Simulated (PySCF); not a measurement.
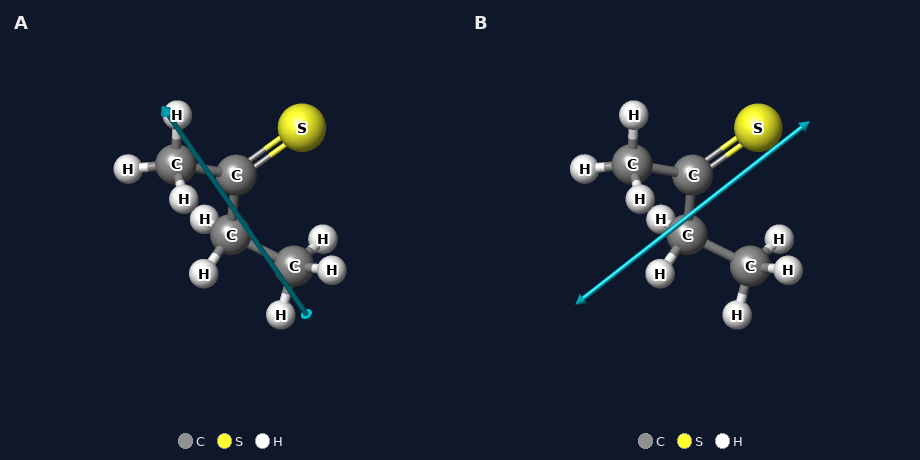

The double arrows show the directions of two transition dipoles from the ground state (lengths mean nothing). Geometry: a frame of a GFN2-xTB molecular-dynamics simulation, not a minimum. Level of theory: TDDFT PBE0/def2-SVPD, vertical, gas phase, core orbitals frozen in the response (PySCF 2.14.0).

Question. One belongs to singlet state 2 and one to singlet state 3. Which is which?

Answer. A: state 3, 5.73 eV (216 nm), oscillator strength 0.042, mainly HOMO → LUMO+1 (weight 0.98).
B: state 2, 5.63 eV (220 nm), oscillator strength 0.19, mainly HOMO−1 → LUMO (weight 0.87).
